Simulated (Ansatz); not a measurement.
# Resistivity from frozen vibrations: Au(111) with 4 thermally displaced layers, 2x2

How much do lattice vibrations at 300 K scatter the electrons of Au? Layers with random displacements are laid between perfect leads, and the resistance is followed against their length.

Program: Ansatz 0.2.0. Level of theory: Ansatz plane-wave DFT, PBE, PAW files; ballistic transport by layer matching (Landauer), zero bias; PAW set soft_1. Results are calculated unless marked as measured.

### 1. Set-up

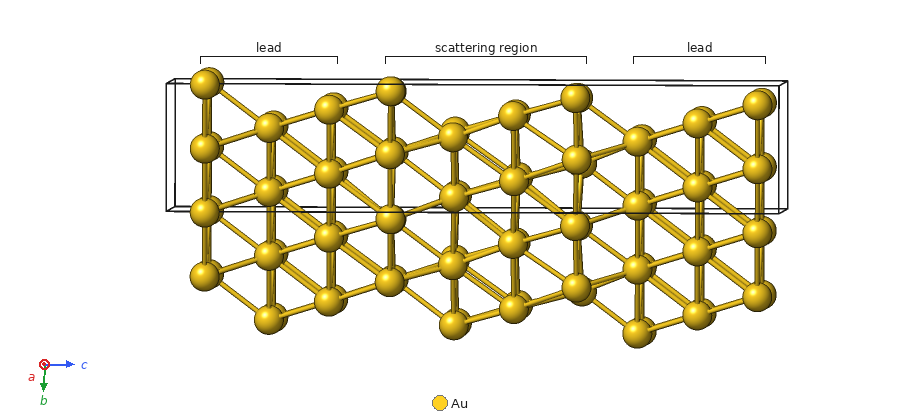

The starting structure, seen from the side, with the c axis across the page (gold yellow). 1×2×1 cells are drawn.

The cell holds 40 atoms: 40 Au. Cell: a = 5.768 Å, b = 5.768 Å, c = 23.605 Å, α = 93.5°, β = 86.5°, γ = 120.0°. It derives from Au. Regions: lead, 24 atoms (24 Au); scattering region, 16 atoms (16 Au). The structure is stacked along c, and the current runs across the ab planes.

### 2. With 4 displaced layers

Each atom of 4 layers is moved at random, by amounts drawn from a normal law 0.0906 Å wide in each direction from the Debye model (165 K) at 300 K. The layers about the cell's end stay perfect and serve as the lead. Disorder leaves little or no symmetry, which makes such runs dear. Energies from -0.05 to 0.05 eV in steps of 0.05 eV are too few for the program's thermal sum, so it prints no conductance; for a metal the transmission near the Fermi level serves, at a fraction of the cost.

Contents of input.yaml:

```yaml
crystal:
  lattice:
    - [5.7675164607, 0.0, 0.0]
    - [-2.8837582304, 4.9948157718, 0.0]
    - [1.4418791152, -0.8324692953, 23.5457873532]
  atoms:
    - { symbol: Au, position: [0.9916666667, 0.0083333333, 0.05] }
    - { symbol: Au, position: [0.9916666667, 0.5083333333, 0.05] }
    - { symbol: Au, position: [0.4916666667, 0.0083333333, 0.05] }
    - { symbol: Au, position: [0.4916666667, 0.5083333333, 0.05] }
    - { symbol: Au, position: [0.1416666667, 0.3583333333, 0.15] }
    - { symbol: Au, position: [0.1416666667, 0.8583333333, 0.15] }
    - { symbol: Au, position: [0.6416666667, 0.3583333333, 0.15] }
    - { symbol: Au, position: [0.6416666667, 0.8583333333, 0.15] }
    - { symbol: Au, position: [0.2916666667, 0.2083333333, 0.25] }
    - { symbol: Au, position: [0.2916666667, 0.7083333333, 0.25] }
    - { symbol: Au, position: [0.7916666667, 0.2083333333, 0.25] }
    - { symbol: Au, position: [0.7916666667, 0.7083333333, 0.25] }
    - { symbol: Au, position: [0.9420329318, 0.0563476593, 0.3524644245] }
    - { symbol: Au, position: [0.9382241454, 0.5488480827, 0.3513914619] }
    - { symbol: Au, position: [0.4711938394, 0.0750622484, 0.3472919409] }
    - { symbol: Au, position: [0.4161073586, 0.5470535013, 0.3501590274] }
    - { symbol: Au, position: [0.0539552883, 0.4035653346, 0.4452055826] }
    - { symbol: Au, position: [0.0754291964, 0.8982574947, 0.4487828384] }
    - { symbol: Au, position: [0.6076714859, 0.4271623203, 0.4495053829] }
    - { symbol: Au, position: [0.6068748292, 0.8964919971, 0.4513526536] }
    - { symbol: Au, position: [0.2571896339, 0.2595618912, 0.5471389242] }
    - { symbol: Au, position: [0.2228936133, 0.7501713085, 0.5508473377] }
    - { symbol: Au, position: [0.7240105476, 0.2544367226, 0.5493872827] }
    - { symbol: Au, position: [0.751882355, 0.7624552169, 0.5513675176] }
    - { symbol: Au, position: [0.879716674, 0.1064849189, 0.6530168333] }
    - { symbol: Au, position: [0.9027374851, 0.5864645666, 0.6558257634] }
    - { symbol: Au, position: [0.419727196, 0.1226761046, 0.6510176575] }
    - { symbol: Au, position: [0.398702163, 0.63603937, 0.6575433132] }
    - { symbol: Au, position: [0.0416666667, 0.4583333333, 0.75] }
    - { symbol: Au, position: [0.0416666667, 0.9583333333, 0.75] }
    - { symbol: Au, position: [0.5416666667, 0.4583333333, 0.75] }
    - { symbol: Au, position: [0.5416666667, 0.9583333333, 0.75] }
    - { symbol: Au, position: [0.1916666667, 0.3083333333, 0.85] }
    - { symbol: Au, position: [0.1916666667, 0.8083333333, 0.85] }
    - { symbol: Au, position: [0.6916666667, 0.3083333333, 0.85] }
    - { symbol: Au, position: [0.6916666667, 0.8083333333, 0.85] }
    - { symbol: Au, position: [0.8416666667, 0.1583333333, 0.95] }
    - { symbol: Au, position: [0.8416666667, 0.6583333333, 0.95] }
    - { symbol: Au, position: [0.3416666667, 0.1583333333, 0.95] }
    - { symbol: Au, position: [0.3416666667, 0.6583333333, 0.95] }
kpoints:
  mp_grid: { grid: [5, 5, 1] }
hamiltonian:
  xc: pbe
  pseudopotentials: { kind: paw, azcp: { folder: soft_1 } }
scf:
  occupations: { method: fermi_dirac, width: 0.1 }
output:
  transmission:
    leads: [[0, 4]]
    kmesh: [10, 10]
    e_range: [-0.05, 0.05]
    de: 0.05
  write_potential: true
  write_density: true
  volumetric_format: npy
  elf: true
```

Launch:

```bash
$ ansatz run input.yaml --threads 4 --pin off --max-ram 15360MiB --backend cpu --events-out ev --progress --plain --runs-dir out
```

Numbers of over 12 decimals in the logs are rounded to 6 here.

Output:

```text
Engine: ansatz 0.2.0, aarch64-unknown-linux-gnu
Pseudopotentials: kind: paw
Pseudopotential: Au, paw, valence charge 19, recommended cutoff 420 eV (normal), soft_1/Au.paw.azcp
Functional definition: PBE
  parameter kappa = 0.804
  parameter beta = 0.066725
  exchange = pbe_x(kappa = kappa, mu = beta*pi^2/3)
  correlation = pbe_c(beta = beta)
Crystal: 40 atoms, lattice volume = 678.300 Å³
Basis set: ecut = 420 eV, 13321 PW (Γ)
Bands: 456, of which v1, the nominal top of the filled ones, is band 380 counted from 1 (379 counted from 0)
Symmetry: 1 space group operations
Space group: P1 (ITA 1), of the structure as read, at distance tolerance 8.8e-5 Å
k-points: 13 of 25 (time reversal used)
Non-local potential: Au, projectors of the file, l = 0: 3, l = 1: 2, l = 2: 2, l = 3: 1
PAW form: soft (Blöchl's): semilocal exchange-correlation on the pseudo side does not see the compensation charge
PAW one-centre angular grid: Au, 590 points (default); XC on 64 Gauss nodes
Initial density: superposition of atomic densities (chi_scale 0.1, normalization cell)
Initial wavefunctions: pseudopotential atomic-orbital guess
Functional: x = pbe(κ = 0.804, μ = 0.219515), c = pbe(β = 0.066725)
SCF iter   1: F=—  HF=-526055.495593 eV  |F-HF|=—  |Δ(HF+E_count)|=         —  Δρ=6.74e-2  dr2=3.39e1  ethr=3.10e-3  ⟨swp⟩=4.0  Hψ=17641  notcnv=0  defer=116
preconditioner: auto → Kerker (q_TF=auto, 2.781 Å⁻¹)  [metal: Δε(μ)=0.008 eV  Ē_g=10.193 eV  σ=0.100 eV  W_gap=0.02  n_scr=260 (ndim 8)  ℏωp=29.9 eV  f_vac=0.000  D(μ)=18.32/eV (n_scr^D=110)]
SCF iter   2: F=—  HF=-526047.436647 eV  |F-HF|=—  |Δ(HF+E_count)|=    8.06e0  Δρ=3.10e-2  dr2=6.92e0  ethr=3.10e-3  ⟨swp⟩=2.9  Hψ=9822  notcnv=0  defer=714
SCF iter   3: F=—  HF=-526045.494065 eV  |F-HF|=—  |Δ(HF+E_count)|=    1.94e0  Δρ=7.41e-3  dr2=2.23e-1  ethr=9.10e-4  ⟨swp⟩=2.0  Hψ=8243  notcnv=0  defer=714
SCF iter   4: F=—  HF=-526045.555233 eV  |F-HF|=—  |Δ(HF+E_count)|=   6.12e-2  Δρ=1.31e-3  dr2=7.20e-3  ethr=2.93e-5  ⟨swp⟩=2.6  Hψ=11791  notcnv=0  defer=714
SCF iter   5: F=—  HF=-526045.558776 eV  |F-HF|=—  |Δ(HF+E_count)|=   3.54e-3  Δρ=3.08e-4  dr2=9.32e-4  ethr=9.47e-7  ⟨swp⟩=2.0  Hψ=8077  notcnv=0  defer=714
SCF iter   6: F=—  HF=-526045.558816 eV  |F-HF|=—  |Δ(HF+E_count)|=   3.95e-5  Δρ=1.05e-4  dr2=1.21e-4  ethr=1.23e-7  ⟨swp⟩=2.2  Hψ=7205  notcnv=0  defer=714
SCF iter   7: F=—  HF=-526045.558848 eV  |F-HF|=—  |Δ(HF+E_count)|=   3.20e-5  Δρ=4.01e-5  dr2=2.00e-5  ethr=1.60e-8  ⟨swp⟩=2.0  Hψ=8100  notcnv=0  defer=714
SCF iter   8: F=—  HF=-526045.559225 eV  |F-HF|=—  |Δ(HF+E_count)|=   3.77e-4  Δρ=6.52e-6  dr2=1.52e-6  ethr=2.64e-9  ⟨swp⟩=2.3  Hψ=8339  notcnv=0  defer=714
SCF iter   9: F=—  HF=-526045.559225 eV  |F-HF|=—  |Δ(HF+E_count)|=   1.79e-8  Δρ=2.37e-6  dr2=3.13e-7  ethr=1.99e-10  ⟨swp⟩=1.5  Hψ=5230  notcnv=0  defer=714
SCF iter  10: F=-526045.559224 eV  HF=-526045.559225 eV  |F-HF|=3.39e-8  |Δ(HF+E_count)|=   1.43e-8  Δρ=1.09e-6  dr2=3.78e-8  ethr=1.32e-11  ⟨swp⟩=8.5  Hψ=22429  notcnv=0
SCF 1 converged in 10 iterations: F = -526045.559224 eV  dr2 = 3.78e-8
  greatest PAW one-centre occupation: 1.000 electrons in one spin orbital (limit 2), on the Au atom at site 21 (counted from 0), in its partial waves of l = 0
transmission: 162 of 1560 steps passed
transmission: 315 of 1560 steps passed
[...]
transmission: 1560 of 1560 steps passed
SCF converged after 10 iterations
Free energy (F): -526045.559224 eV
Harris-Foulkes:  -526045.559225 eV  (|F-HF|=3.39e-8)
Internal energy: -526045.082251 eV  (E = F + TS)
E sigma→0 (E₀):  -526045.320738 eV
Entropy (-TS):   -0.476974 eV (-11.924 meV/atom)
Fermi energy:    20.733915 eV
--- Per-component energies (eV) ---
  E_band       = -8245.175420
  E_kinetic    = 23147.036044
  E_local      = -68251.006718  (includes V_loc(G=0)·N_el)
  E_nonlocal   = 3921.812334
  E_hartree    = 29630.526830
  E_xc         = -8625.897536
  E_vxc        = -10478.299690  (∫ρ·V_xc dr)
  E_paw        = -389265.395575  (= ΣΔE_a)
  E_vpaw       = -15845.829379  (= ΣTr[D̂ρ^β])
  E_aug_tail   = 0.066766  (compensation charges beyond the density's cutoff)
  E_ewald      = -116602.224396
  E_smearing   = -0.476974  (= −TS)
  E_closure    = 0.000000  (closes the sum)
  Σ components = -526045.559224   (vs F -526045.559224, Δ=0.00e0)
--- Band table (eV; the first three rows and the last of 13) ---
  k-point 0: bands = [... 376 lower, 20.7948, 21.2078, 21.2456, 21.2571, 21.2869, 21.5378, 21.5773, 21.6663, ... 72 higher]
  k-point 1: bands = [... 376 lower, 20.3425, 20.4379, 20.5012, 20.6615, 20.7600, 20.8682, 20.9637, 21.0763, ... 72 higher]
  k-point 2: bands = [... 376 lower, 20.5016, 20.5170, 20.5592, 20.6230, 20.6609, 20.8130, 20.8781, 21.0796, ... 72 higher]
  k-point 12: bands = [... 376 lower, 19.5290, 20.2121, 20.3739, 20.7103, 20.7701, 20.8254, 21.2639, 22.2624, ... 72 higher]
--- Transmission ---
  basis      : 253 plane waves across, 30 finite elements along
  points     : 52, standing for a mesh of 10 x 10
  energies   : 3 from -0.050000 to 0.050000 eV about the Fermi level, 0.050000 eV apart; the leads are filled to 0.000000 eV, and channels, transmission and decay are at 0.000000 eV
  crystal 0  : Au4, at the sites [0, 4], period 2.3546 Å, over 14.13 Å; its Hamiltonian steps by up to 6.7 meV
    offset         : up to 0.0000 Å between an atom of the period and one for which it stands
    channels       : 3.210000e0 a spin
    conductance    : none, the energies end too early or step too widely for 300 K: set another output.transmission.e_range or a lower de, or, where they end at an eighth of basis.ecutwfc, a higher one
  junction   : crystal 0 to crystal 0, 0.70 to 21.89 Å
    transmission   : 3.105717e0 a spin
    conductance    : none, the energies end too early or step too widely for 300 K: set another output.transmission.e_range or a lower de, or, where they end at an eighth of basis.ecutwfc, a higher one
```

It took 11 min on 4 threads of Arm Neoverse V2, shared host; peak memory 6.4 GiB.

The column dr2 measures how far the density is from self-consistency, as an energy; F and HF (Harris–Foulkes) agree once it is small.

This step gave:

- free energy: -526045.5592 eV
- energy at zero smearing: -526045.3207 eV
- Fermi energy: 20.73 eV
- cell area: 28.81 Å²
- transmission at the energy nearest the Fermi level, one spin: 3.106
- channels at the energy nearest the Fermi level, one spin: 3.21
- step of the lead's Hamiltonian: 6.7 meV

Per spin. Table of transmission, zone mean by energy, zero at the Fermi level:

| energy (eV) | transmission, zone mean |
| --- | --- |
| -0.0500 | 3.10 |
| 0.0000 | 3.11 |
| 0.0500 | 3.11 |

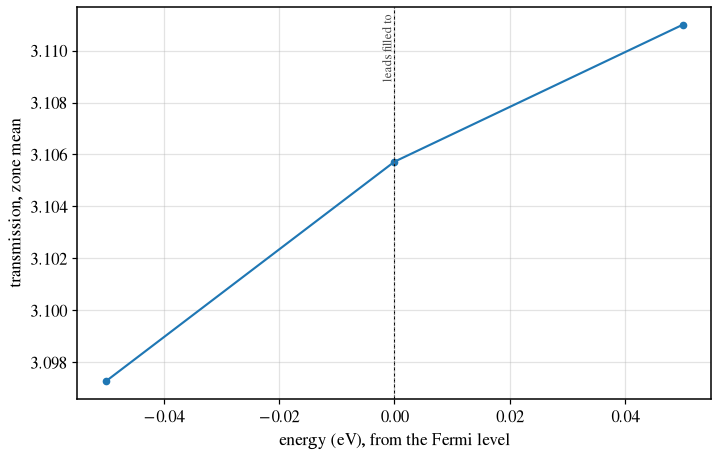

Transmission, zone mean, plotted against energy.

Per spin. The open channels, zone mean, lead stays at 3.21 for energy from -0.05 to 0.05 eV.

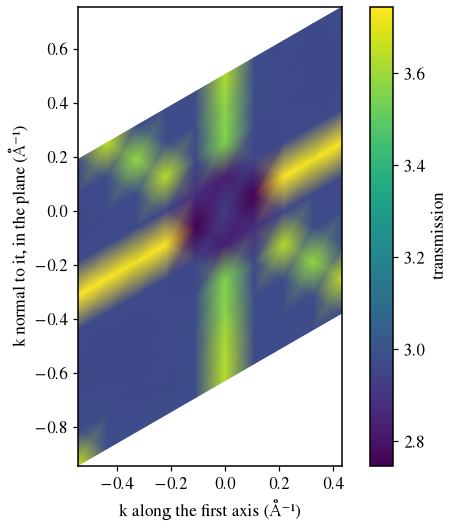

Transmission over k1 and k2. At 0.0000 eV from the Fermi level.

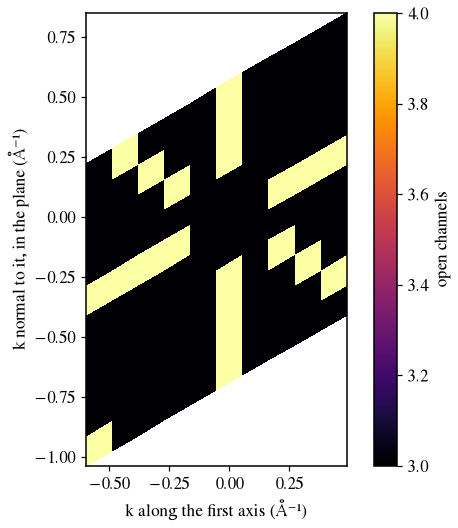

Open channels over k1 and k2. At 0.0000 eV from the Fermi level.

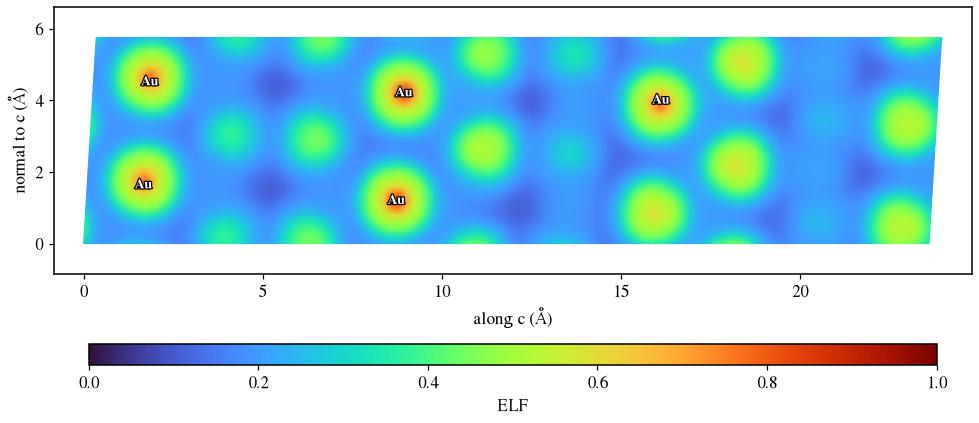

ELF in the ca plane at fractional y = 0.547, with atoms of Au within 0.2 Å of it. It is the smooth field of the valence electrons, not physical close to the nuclei. The map starts off the cell's origin, so that atoms lie inside it.

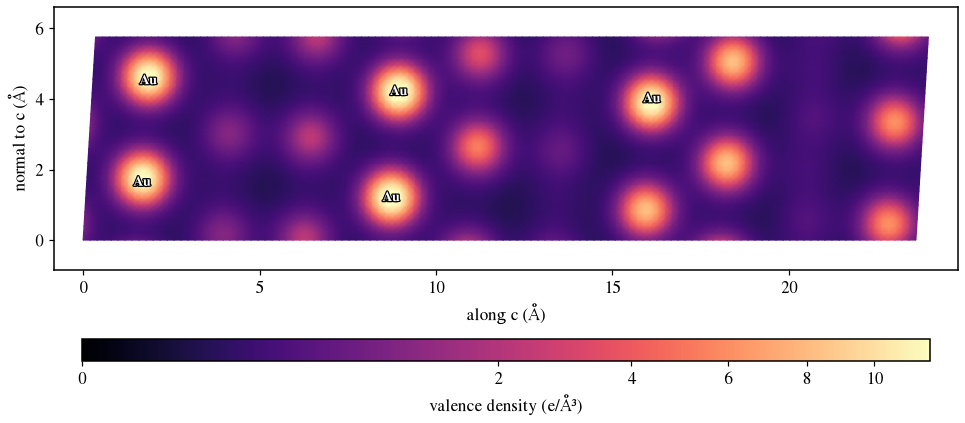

Valence density in the ca plane at fractional y = 0.547, with atoms of Au within 0.2 Å of it. It is the smooth field of the valence electrons, not physical close to the nuclei. The map starts off the cell's origin, so that atoms lie inside it. The colour scale is stretched toward low values.

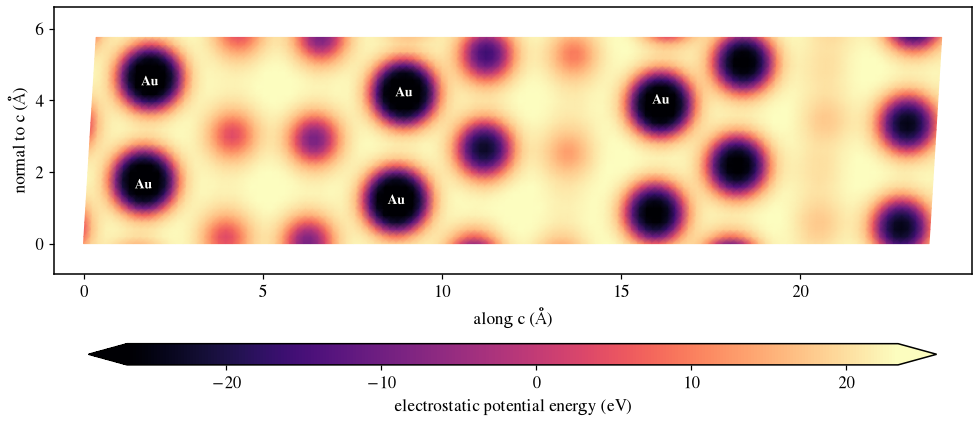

Electrostatic potential energy in the ca plane at fractional y = 0.547, with atoms of Au within 0.2 Å of it. With pseudopotentials it is smooth inside the atoms' cores, unlike the true potential. The map starts off the cell's origin, so that atoms lie inside it.

Over the solved energies the transmission per spin lies between 3.10 and 3.11, out of 3.21 channels of the lead on average (up to 3.21).

(Part 1 of 2 ends here.)

[Logs are printed without paths, hosts, clocks, repeated set-up lines and the standing remarks that a program may print on its own settings, such as how far it seeks lower states.]

[Hosts, paths, dates, database ids (printed as entryN), source tags and the programs' standing remarks are cut or masked in the printed files.]
